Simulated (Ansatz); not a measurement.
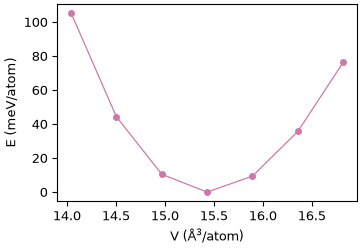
*GeMo₃ in space group Fm-3m (No. 225; Ge on 4a, Mo on 4b, Mo on 8c) under volume change, PBE in the plane-wave PAW code Ansatz, scaled uniformly.*

Problem. What does a third-order Birch–Murnaghan fit give for V₀, B₀ and B′?

Solution. V₀ = 15.43 Å³/atom, B₀ = 228 GPa, B′ = 4.4.

The cell is a constructed one: a structure type filled with these elements; neither database checked (COD, Materials Project) lists it. Its standing as an ambient phase is unchecked. The cell was relaxed with PBE under the symmetry of its start; whether a distortion lowers the energy is not shown. The run is not spin-polarised.

Potentials: the later of the program's two PAW sets.
